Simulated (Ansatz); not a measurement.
**SiPH₃+ (quartet): from Hartree-Fock to the top rungs, cc-pVDZ**

Aim: climb from Hartree-Fock through coupled cluster and multireference methods for SiPH₃+ (quartet) at one geometry and basis, and see what each rung misses.

Computed with Ansatz 0.2.0, Gaussian basis. Level: cc-pVDZ, core rule «outside noble gas», up to 10 orbitals frozen.

To be run: UHF; CCSD(T) on ROHF; CCSD(T) on UHF; BCCD(T) on ROHF; CISD as a restricted active space (open shells left free, so some higher excitations enter); CCSDT(Q) on ROHF; CCSDT(Q) on UHF; CASSCF and MRCISD+Q, 11 electrons in 11 orbitals; CASSCF and NEVPT2, 11 electrons in 11 orbitals.

17 further runs of the same task are left out: 8 that didn't finish, 9 set aside as unsound or not needed. Runs told in other sessions of the task aren't counted.

## 1. The geometry

The geometry is a PBE0/def2-TZVP stationary point (not a proven minimum) of the parent state, kept for this charge and spin.

5 atoms, charge 1, spin multiplicity 4.

Atoms are counted from 1 here; the program's logs count them from 0.

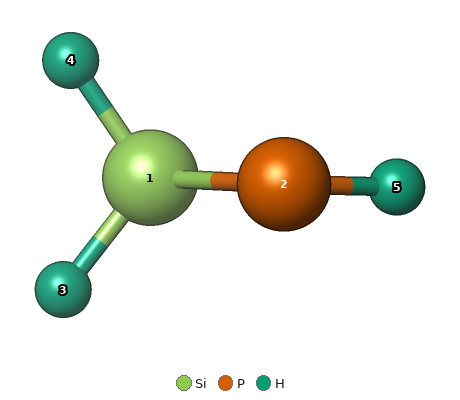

The structure; silicon green, phosphorus orange, hydrogen teal; atoms are numbered from 1 in the order of the file.

As a file:

| atom | x (Å) | y (Å) | z (Å) |
| --- | --- | --- | --- |
| Si1 | -0.1152 | 0.0000 | 1.1364 |
| P2 | 0.1106 | 0.0000 | -1.0974 |
| H3 | 0.5486 | -1.2064 | 1.7149 |
| H4 | 0.5486 | 1.2064 | 1.7149 |
| H5 | -1.2866 | 0.0000 | -1.3719 |

In the tables R marks a restricted open-shell determinant and U an unrestricted one; 'valence' is the active space of 11 electrons in 11 orbitals; energies count from the table's Hartree-Fock row.

## 2. UHF

Input file in.yaml:

```yaml
crystal:
  periodic: [false, false, false]
  atoms:
    - {symbol: Si, position_ang: [-0.115193, 0.000000, 1.136422]}
    - {symbol: P, position_ang: [0.110612, 0.000000, -1.097420]}
    - {symbol: H, position_ang: [0.548626, -1.206414, 1.714912]}
    - {symbol: H, position_ang: [0.548640, 1.206407, 1.714913]}
    - {symbol: H, position_ang: [-1.286574, 0.000008, -1.371929]}
basis:
  gaussian: {orbitals: cc-pVDZ}
total_charge: 1
magnetization: {spin_polarized: true, initial_magnetization: 3}
hamiltonian: {xc: hf}
output: {orbitals: {seedname: orbitals}}
```

Command:

```
$ ansatz run in.yaml --threads 1 --pin off --events-out ev --progress --plain --max-ram 2393MiB
```

Output:

```text
Functional definition: HF
  name "HF"
  cite "Fock, Z. Phys. 61, 126 (1930) doi:10.1007/BF01340294"
  parent pbe
  exchange = exact_x
  correlation = 0
507 factors; integrals over basis functions are off by at most 1.1e-3 eV
mean field evaluation 1: about -17169.8595 eV, gradient 8.7e0 eV
mean field evaluation 2: about -17169.9001 eV, gradient 8.8e0 eV
mean field evaluation 4: about -17171.0884 eV, gradient 1.1e0 eV
mean field evaluation 8: about -17171.1324 eV, gradient 1.6e-1 eV
mean field -17171.13454961 eV, -631.0275556851 hartree, gradient 5.7e-5 eV, S^2 3.763446; 0 other end points of the search recorded, 0 dependent functions left out
reference -17171.13454961 eV, -631.0275556851 hartree; 17, 14 occupied and 34, 37 virtual orbitals, 507 factors
Total energy: -17171.13454961 eV, -631.0275556851 hartree
```

Run time: 0.42 s. Hardware: 1 thread of Arm Neoverse V2, shared host.

From the report: ⟨S²⟩ of the determinant 3.763 (pure quartet: 3.75).

## 3. CCSD(T) on ROHF

Changes to in.yaml since step 2:

```diff
@@ -11,4 +11,4 @@
 total_charge: 1
-magnetization: {spin_polarized: true, initial_magnetization: 3}
-hamiltonian: {xc: hf}
-output: {orbitals: {seedname: orbitals}}
+magnetization: {spin_polarized: false, initial_magnetization: 3}
+correlation: {method: ccsd_t, electrons: outside_noble_gas}
+output: {forces: true}
```

Launched as before.

Output, shortened:

```text
Functional definition: HF
  name "HF"
  cite "Fock, Z. Phys. 61, 126 (1930) doi:10.1007/BF01340294"
  parent pbe
[...]
507 factors; integrals over basis functions are off by at most 1.1e-3 eV
[...]
mean field -17171.00850128 eV, -631.0229234945 hartree, gradient 1.8e-6 eV, S^2 3.750000; 2 other end points of the search recorded, 0 dependent functions left out
[...]
determinant -17171.00850128 eV, -631.0229234945 hartree, with singles and doubles -17176.50336959 eV, -631.2248561801 hartree
determinant -17168.46654829 eV, -630.9295084452 hartree, with singles and doubles -17174.36587407 eV, -631.1463046689 hartree
determinant -17168.06598586 eV, -630.9147880474 hartree, with singles and doubles -17174.14254298 eV, -631.1380974025 hartree
10 core orbitals not correlated: weight in the atoms' cores, before any rotation towards them, 1.000 or more for the frozen orbitals, at most 0.000 for the correlated occupied ones
reference -17171.00850128 eV, -631.0229234945 hartree; 7, 4 occupied and 34, 37 virtual orbitals, 507 factors
second order -4.29091620 eV of doubles, -0.07835442 eV of singles
cycle   1  -5.49550778 eV  change   -6.4e-4 eV  update   2.9e-3
[...]
cycle  11  -5.49798929 eV  change   -1.6e-6 eV  update   7.0e-7
perturbative correction -0.14872670 eV, -0.0054656053 hartree
[...]
Total energy: -17176.65521727 eV, -631.2304364796 hartree
Atom 0 at    -0.115193     0.000000     1.136422 Å, force     0.438133    -0.000004     2.853731 eV/Å
Atom 1 at     0.110612     0.000000    -1.097420 Å, force    -0.147305     0.000001    -1.213492 eV/Å
Atom 2 at     0.548626    -1.206414     1.714912 Å, force    -0.154266    -0.306643    -0.419887 eV/Å
Atom 3 at     0.548640     1.206407     1.714913 Å, force    -0.154263     0.306645    -0.419887 eV/Å
Atom 4 at    -1.286574     0.000008    -1.371929 Å, force     0.017701     0.000000    -0.800465 eV/Å
Dipole moment:    -0.057829     0.000000    -0.222735 e Å
```

Run time: 4.6 s. Hardware: 1 thread of Arm Neoverse V2, shared host.

From the report: correlation -5.6467 eV; T1 0.032; largest double amplitude 0.03.

## 4. CCSD(T) on UHF

Changes to in.yaml since step 3:

```diff
@@ -11,3 +11,3 @@
 total_charge: 1
-magnetization: {spin_polarized: false, initial_magnetization: 3}
+magnetization: {spin_polarized: true, initial_magnetization: 3}
 correlation: {method: ccsd_t, electrons: outside_noble_gas}
```

The command is unchanged.

Output, shortened:

```text
Functional definition: HF
  name "HF"
  cite "Fock, Z. Phys. 61, 126 (1930) doi:10.1007/BF01340294"
  parent pbe
[...]
507 factors; integrals over basis functions are off by at most 1.1e-3 eV
[...]
mean field -17171.13454961 eV, -631.0275556851 hartree, gradient 1.6e-6 eV, S^2 3.763446; 2 other end points of the search recorded, 0 dependent functions left out
determinant -17171.13454961 eV, -631.0275556851 hartree, with singles and doubles -17176.50754810 eV, -631.2250097376 hartree
determinant -17168.70524535 eV, -630.9382804004 hartree, with singles and doubles -17174.36767623 eV, -631.1463708968 hartree
determinant -17168.47400587 eV, -630.9297825062 hartree, with singles and doubles -17174.15166984 eV, -631.1384328086 hartree
10 core orbitals not correlated: weight in the atoms' cores, before any rotation towards them, 1.000 or more for the frozen orbitals, at most 0.000 for the correlated occupied ones
reference -17171.13454961 eV, -631.0275556851 hartree; 7, 4 occupied and 34, 37 virtual orbitals, 507 factors
second order -4.24964204 eV of doubles, -0.00000000 eV of singles
cycle   1  -5.37336842 eV  change   -3.7e-4 eV  update   2.4e-3
[...]
cycle  11  -5.37514652 eV  change   -1.3e-6 eV  update   4.9e-7
perturbative correction -0.14598908 eV, -0.0053649997 hartree
[...]
Total energy: -17176.65568521 eV, -631.2304536762 hartree
Atom 0 at    -0.115193     0.000000     1.136422 Å, force     0.438820    -0.000004     2.854598 eV/Å
Atom 1 at     0.110612     0.000000    -1.097420 Å, force    -0.147877     0.000001    -1.214061 eV/Å
Atom 2 at     0.548626    -1.206414     1.714912 Å, force    -0.154555    -0.306395    -0.420005 eV/Å
Atom 3 at     0.548640     1.206407     1.714913 Å, force    -0.154551     0.306397    -0.420005 eV/Å
Atom 4 at    -1.286574     0.000008    -1.371929 Å, force     0.018163     0.000000    -0.800526 eV/Å
Dipole moment:    -0.057912     0.000000    -0.222807 e Å
```

It took 4.5 s on 1 thread of Arm Neoverse V2, shared host.

From the report: ⟨S²⟩ of the determinant 3.763 (pure quartet: 3.75); correlation -5.5211 eV; T1 0.024; largest double amplitude 0.03.

## 5. BCCD(T) on ROHF

Changes to in.yaml since step 4:

```diff
@@ -11,4 +11,3 @@
 total_charge: 1
-magnetization: {spin_polarized: true, initial_magnetization: 3}
-correlation: {method: ccsd_t, electrons: outside_noble_gas}
-output: {forces: true}
+magnetization: {spin_polarized: false, initial_magnetization: 3}
+correlation: {method: bccd_t, electrons: outside_noble_gas}
```

Launched as before.

Output, shortened:

```text
Functional definition: HF
  name "HF"
  cite "Fock, Z. Phys. 61, 126 (1930) doi:10.1007/BF01340294"
  parent pbe
[...]
507 factors; integrals over basis functions are off by at most 1.1e-3 eV
[...]
mean field -17171.00850128 eV, -631.0229234945 hartree, gradient 1.8e-6 eV, S^2 3.750000; 2 other end points of the search recorded, 0 dependent functions left out
[...]
determinant -17171.00850128 eV, -631.0229234945 hartree, with singles and doubles -17176.50336959 eV, -631.2248561801 hartree
determinant -17168.46654829 eV, -630.9295084452 hartree, with singles and doubles -17174.36587407 eV, -631.1463046689 hartree
determinant -17168.06598586 eV, -630.9147880474 hartree, with singles and doubles -17174.14254298 eV, -631.1380974025 hartree
10 core orbitals not correlated: weight in the atoms' cores, before any rotation towards them, 1.000 or more for the frozen orbitals, at most 0.000 for the correlated occupied ones
reference -17171.00850128 eV, -631.0229234945 hartree; 7, 4 occupied and 34, 37 virtual orbitals, 507 factors
second order -4.29091620 eV of doubles, -0.07835442 eV of singles
cycle   1  -5.49729662 eV  change   -2.4e-3 eV  update   9.0e-3
[...]
cycle  10  -5.49390526 eV  change    3.9e-6 eV  update   6.3e-6
perturbative correction -0.15345497 eV, -0.0056393661 hartree
Total energy: -17176.65586151 eV, -631.2304601550 hartree
```

It took 2.5 s on 1 thread of Arm Neoverse V2, shared host.

From the report: correlation -5.6474 eV; largest double amplitude 0.04.

## 6. CISD as a restricted active space (open shells left free, so some higher excitations enter)

Changes to in.yaml since step 5:

```diff
@@ -12,2 +12,2 @@
 magnetization: {spin_polarized: false, initial_magnetization: 3}
-correlation: {method: bccd_t, electrons: outside_noble_gas}
+correlation: {active_space: {ras: {orbitals: [4, 3, 34], electrons: 11, max_holes: 2, max_particles: 2}, fixed_orbitals: true}}
```

Same command.

Output:

```text
Functional definition: HF
  name "HF"
  cite "Fock, Z. Phys. 61, 126 (1930) doi:10.1007/BF01340294"
  parent pbe
  exchange = exact_x
  correlation = 0
507 factors; integrals over basis functions are off by at most 1.1e-3 eV
mean field evaluation 1: about -17169.7708 eV, gradient 9.7e0 eV
mean field evaluation 2: about -17169.8067 eV, gradient 9.8e0 eV
mean field evaluation 4: about -17170.9659 eV, gradient 1.3e0 eV
mean field evaluation 8: about -17171.0079 eV, gradient 1.2e-1 eV
mean field evaluation 16: about -17171.0085 eV, gradient 1.8e-6 eV
mean field -17171.00850128 eV, -631.0229234945 hartree, gradient 1.8e-6 eV, S^2 3.750000; 0 other end points of the search recorded, 0 dependent functions left out
reference -17171.00850128 eV, -631.0229234945 hartree; 17, 14 occupied and 34, 37 virtual orbitals, 507 factors
state -17176.10642698 eV, -631.2102688083 hartree
Total energy: -17176.10642698 eV, -631.2102688083 hartree
```

Run time: 6 s. Hardware: 1 thread of Arm Neoverse V2, shared host.

From the report: 123,867 determinants.

## 7. CCSDT(Q) on ROHF

Changes to in.yaml since step 6:

```diff
@@ -12,2 +12,2 @@
 magnetization: {spin_polarized: false, initial_magnetization: 3}
-correlation: {active_space: {ras: {orbitals: [4, 3, 34], electrons: 11, max_holes: 2, max_particles: 2}, fixed_orbitals: true}}
+correlation: {method: ccsdt_q, electrons: outside_noble_gas}
```

Launched as before.

Output, shortened:

```text
Functional definition: HF
  name "HF"
  cite "Fock, Z. Phys. 61, 126 (1930) doi:10.1007/BF01340294"
  parent pbe
[...]
987 factors; integrals over basis functions are off by at most 1.8e-7 eV
[...]
mean field -17171.00856626 eV, -631.0229258824 hartree, gradient 2.0e-6 eV, S^2 3.750000; 2 other end points of the search recorded, 0 dependent functions left out
[...]
determinant -17171.00856626 eV, -631.0229258824 hartree, with singles and doubles -17176.50342295 eV, -631.2248581413 hartree
determinant -17168.46661848 eV, -630.9295110244 hartree, with singles and doubles -17174.36593672 eV, -631.1463069711 hartree
determinant -17168.06604907 eV, -630.9147903701 hartree, with singles and doubles -17174.14260333 eV, -631.1380996206 hartree
10 core orbitals not correlated: weight in the atoms' cores, before any rotation towards them, 1.000 or more for the frozen orbitals, at most 0.000 for the correlated occupied ones
reference -17171.00856626 eV, -631.0229258824 hartree; 7, 4 occupied and 34, 37 virtual orbitals, 987 factors
second order -4.29094527 eV of doubles, -0.07835454 eV of singles
cycle   1  -5.15744784 eV  change   -7.9e-1 eV  update   7.9e-2
[...]
cycle  19  -5.68418590 eV  change   -9.5e-7 eV  update   4.7e-7
perturbative correction -0.00609707 eV, -0.0002240632 hartree
Total energy: -17176.69884923 eV, -631.2320399244 hartree
```

Run time: 30 s. Hardware: 1 thread of Arm Neoverse V2, shared host; peak memory 0.51 GiB.

From the report: correlation -5.6903 eV; T1 0.034; largest double amplitude 0.03.

## 8. CCSDT(Q) on UHF

Changes to in.yaml since step 7:

```diff
@@ -11,3 +11,3 @@
 total_charge: 1
-magnetization: {spin_polarized: false, initial_magnetization: 3}
+magnetization: {spin_polarized: true, initial_magnetization: 3}
 correlation: {method: ccsdt_q, electrons: outside_noble_gas}
```

Same command.

Output, shortened:

```text
Functional definition: HF
  name "HF"
  cite "Fock, Z. Phys. 61, 126 (1930) doi:10.1007/BF01340294"
  parent pbe
[...]
987 factors; integrals over basis functions are off by at most 1.8e-7 eV
[...]
mean field -17171.13461498 eV, -631.0275580876 hartree, gradient 1.6e-6 eV, S^2 3.763446; 2 other end points of the search recorded, 0 dependent functions left out
determinant -17171.13461498 eV, -631.0275580876 hartree, with singles and doubles -17176.50760118 eV, -631.2250116885 hartree
determinant -17168.70531710 eV, -630.9382830368 hartree, with singles and doubles -17174.36772657 eV, -631.1463727470 hartree
determinant -17168.47407009 eV, -630.9297848660 hartree, with singles and doubles -17174.15173008 eV, -631.1384350222 hartree
10 core orbitals not correlated: weight in the atoms' cores, before any rotation towards them, 1.000 or more for the frozen orbitals, at most 0.000 for the correlated occupied ones
reference -17171.13461498 eV, -631.0275580876 hartree; 7, 4 occupied and 34, 37 virtual orbitals, 987 factors
second order -4.24967046 eV of doubles, -0.00000000 eV of singles
cycle   1  -5.03531748 eV  change   -7.9e-1 eV  update   7.9e-2
[...]
cycle  19  -5.55885250 eV  change   -7.7e-7 eV  update   4.4e-7
perturbative correction -0.00631744 eV, -0.0002321615 hartree
Total energy: -17176.69978492 eV, -631.2320743105 hartree
```

Wall time 27 s (1 thread of Arm Neoverse V2, shared host); peak memory 0.42 GiB.

From the report: ⟨S²⟩ of the determinant 3.763 (pure quartet: 3.75); correlation -5.5652 eV; T1 0.026; largest double amplitude 0.04.

## 9. CASSCF and MRCISD+Q, 11 electrons in 11 orbitals

Changes to in.yaml since step 8:

```diff
@@ -11,3 +11,3 @@
 total_charge: 1
-magnetization: {spin_polarized: true, initial_magnetization: 3}
-correlation: {method: ccsdt_q, electrons: outside_noble_gas}
+magnetization: {spin_polarized: false, initial_magnetization: 3}
+correlation: {method: fic_mrcisd_q, electrons: outside_noble_gas, active_space: {window: {electrons: 11, orbitals: 11}, shells: [{species: H, l: s, shell: 1}, {species: P, l: s, shell: 3}, {species: P, l: p, shell: 3}, {species: Si, l: s, shell: 3}, {species: Si, l: p, shell: 3}]}}
```

The command is unchanged.

Output, shortened:

```text
Functional definition: HF
  name "HF"
  cite "Fock, Z. Phys. 61, 126 (1930) doi:10.1007/BF01340294"
  parent pbe
[...]
987 factors; integrals over basis functions are off by at most 1.8e-7 eV
[...]
mean field -17171.00856626 eV, -631.0229258824 hartree, gradient 2.0e-6 eV, S^2 3.750000; 0 other end points of the search recorded, 0 dependent functions left out
reference -17171.00856626 eV, -631.0229258824 hartree; 17, 14 occupied and 34, 37 virtual orbitals, 987 factors
state -17172.78715720 eV, -631.0882878940 hartree
contracted CI cycle   1: correlation 0.00000000 eV, 0.0000000000 hartree, residual 1.40e1 eV
contracted CI cycle   2: correlation -3.45209790 eV, -0.1268622581 hartree, residual 2.86e0 eV
contracted CI cycle   3: correlation -3.59395253 eV, -0.1320753193 hartree, residual 5.60e-1 eV
contracted CI cycle   4: correlation -3.59940290 eV, -0.1322756166 hartree, residual 1.29e-1 eV
contracted CI cycle   5: correlation -3.59967370 eV, -0.1322855684 hartree, residual 2.87e-2 eV
contracted CI cycle   6: correlation -3.59968747 eV, -0.1322860745 hartree, residual 6.83e-3 eV
contracted CI cycle   7: correlation -3.59968824 eV, -0.1322861030 hartree, residual 1.65e-3 eV
contracted CI cycle   8: correlation -3.59968829 eV, -0.1322861048 hartree, residual 4.24e-4 eV
state -17172.78715720 eV, -631.0882878940 hartree; corrected -17176.65653874 eV, -631.2304850428 hartree
Total energy: -17176.65653874 eV, -631.2304850428 hartree
Checks for a lower state left out: starts, orbital_swaps
```

Wall time 15 s (1 thread of Arm Neoverse V2, shared host); peak memory 0.94 GiB.

From the report: 54,692 determinants; active occupations 1.98, 1.98, 1.97, 1.97, 1.01, 1.00, 1.00, 0.03, 0.03, 0.02, 0.02.

## 10. CASSCF and NEVPT2, 11 electrons in 11 orbitals

Input file in.yaml:

```yaml
crystal:
  periodic: [false, false, false]
  atoms:
    - {symbol: Si, position_ang: [-0.115193, 0.000000, 1.136422]}
    - {symbol: P, position_ang: [0.110612, 0.000000, -1.097420]}
    - {symbol: H, position_ang: [0.548626, -1.206414, 1.714912]}
    - {symbol: H, position_ang: [0.548640, 1.206407, 1.714913]}
    - {symbol: H, position_ang: [-1.286574, 0.000008, -1.371929]}
basis:
  gaussian: {orbitals: cc-pVDZ}
total_charge: 1
magnetization: {spin_polarized: false, initial_magnetization: 3}
correlation: {method: sc_nevpt2, electrons: outside_noble_gas, active_space: {window: {electrons: 11, orbitals: 11}, shells: [{species: H, l: s, shell: 1}, {species: P, l: s, shell: 3}, {species: P, l: p, shell: 3}, {species: Si, l: s, shell: 3}, {species: Si, l: p, shell: 3}]}}
```

Same command.

Output:

```text
Functional definition: HF
  name "HF"
  cite "Fock, Z. Phys. 61, 126 (1930) doi:10.1007/BF01340294"
  parent pbe
  exchange = exact_x
  correlation = 0
987 factors; integrals over basis functions are off by at most 1.8e-7 eV
mean field evaluation 1: about -17169.7712 eV, gradient 9.7e0 eV
mean field evaluation 2: about -17169.8068 eV, gradient 9.8e0 eV
mean field evaluation 4: about -17170.9660 eV, gradient 1.3e0 eV
mean field evaluation 8: about -17171.0080 eV, gradient 1.2e-1 eV
mean field evaluation 16: about -17171.0086 eV, gradient 2.0e-6 eV
mean field -17171.00856626 eV, -631.0229258824 hartree, gradient 2.0e-6 eV, S^2 3.750000; 0 other end points of the search recorded, 0 dependent functions left out
reference -17171.00856626 eV, -631.0229258824 hartree; 17, 14 occupied and 34, 37 virtual orbitals, 987 factors
state -17172.78715720 eV, -631.0882878940 hartree
state -17172.78715720 eV, -631.0882878940 hartree; corrected -17175.60106884 eV, -631.1916972392 hartree
Total energy: -17175.60106884 eV, -631.1916972392 hartree
Checks for a lower state left out: starts, orbital_swaps
```

It took 9.5 s on 1 thread of Arm Neoverse V2, shared host.

From the report: 54,692 determinants; active occupations 1.98, 1.98, 1.97, 1.97, 1.01, 1.00, 1.00, 0.03, 0.03, 0.02, 0.02.

## 11. Natural occupations

Natural occupations of the CASSCF valence state about the gap (report; correlated orbitals 2 to 11): 1.978, 1.968, 1.967, 1.005, 1.001, 0.999, 0.031, 0.027, 0.024, 0.016. The count of effectively unpaired electrons, Σ n²(2 − n)², is 3.02; a single determinant of this spin has 3.

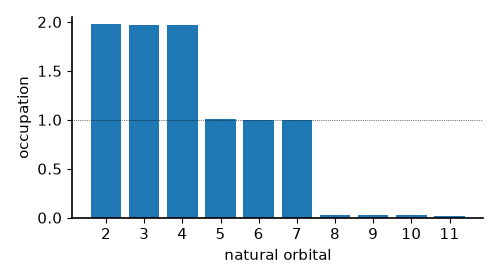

Natural occupations of the CASSCF valence state.

## 12. The ladder

The yardstick is UCCSDT(Q), where the cluster series has nearly closed. Rows without a time are mean-field rows or come out of runs for another level: lower rungs of the coupled-cluster runs, CASSCF and MRCISD of the multireference runs, or the Hartree-Fock search. The times of RCCSD(T), UCCSD(T) include forces.

Differences are taken before rounding.

```csv
method,energy from the lowest ROHF (meV),from UCCSDT(Q) (meV),time
ROHF,0.0,+5691.3,
UHF,-126.0,+5565.2,
RMP2,-4369.3,+1322.0,
UMP2,-4375.7,+1315.6,
CISD,-5097.9,+593.4,6 s
RCCSD,-5498.0,+193.3,
UCCSD,-5501.2,+190.1,
RCCSD(T),-5646.7,+44.6,4.6 s
UCCSD(T),-5647.2,+44.1,4.5 s
BCCD(T),-5647.4,+43.9,2.5 s
RCCSDT,-5684.3,+7.0,
UCCSDT,-5685.0,+6.3,
RCCSDT(Q),-5690.3,+0.9,30 s
UCCSDT(Q),-5691.3,0,27 s
CASSCF valence,-1778.7,+3912.6,
NEVPT2 valence,-4592.6,+1098.7,9.5 s
MRCISD valence,-5378.3,+312.9,
MRCISD+Q valence,-5648.0,+43.2,15 s
```

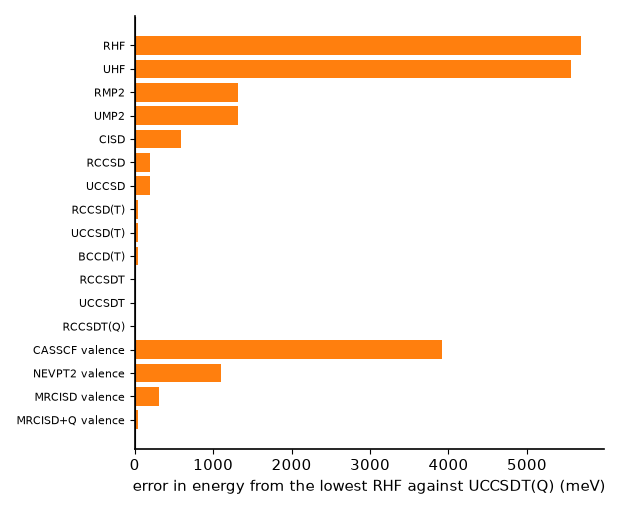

Error of each method against UCCSDT(Q).

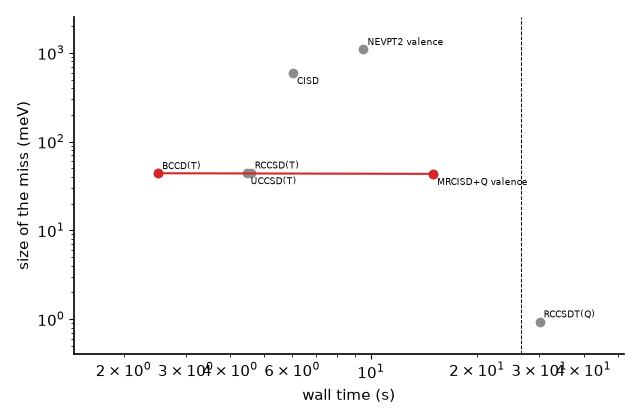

Miss against cost. Red marks the levels that no quicker level drawn beats (of those quicker than the yardstick), and the dashed line is the time of UCCSDT(Q). Times are from a shared host.

## 13. What came out

| quantity | value |
| --- | --- |
| UCCSDT(Q) from the ROHF energy | -5.6913 eV |
| RMP2 from UCCSDT(Q) | +1322.0 meV |
| UMP2 from UCCSDT(Q) | +1315.6 meV |
| RCCSD from UCCSDT(Q) | +193.3 meV |
| RCCSD(T) from UCCSDT(Q) | +44.6 meV |
| UCCSD(T) from UCCSDT(Q) | +44.1 meV |
| RCCSDT(Q) from UCCSDT(Q) | +0.9 meV |
| NEVPT2 valence from UCCSDT(Q) | +1098.7 meV |
| MRCISD+Q valence from UCCSDT(Q) | +43.2 meV |
| levels within 1 kcal/mol (43 meV) | RCCSDT, UCCSDT, RCCSDT(Q), MRCISD+Q valence |
| T1 diagnostic | 0.032 |
| effectively unpaired electrons | 3.02 |

What this shows: RCCSD(T) lands +44.6 meV from the yardstick (0.8 % of the correlation energy). One determinant dominates. Of the multireference levels listed MRCISD+Q valence comes nearest in total energy (+43.2 meV), which doesn't show that its space is the better one. These misses are within one basis, not against nature; the frozen cores of restricted and unrestricted runs differ, which can shift their rows.

With open shells the CI space here admits some higher excitations, so it is larger than plain CISD.

MRCISD+Q valence reaches 43.2 meV from the reference in 15 s, where UCCSDT(Q) took 27 s; the quickest level in the cost chart, BCCD(T), takes 2.5 s and misses by 43.9 meV.
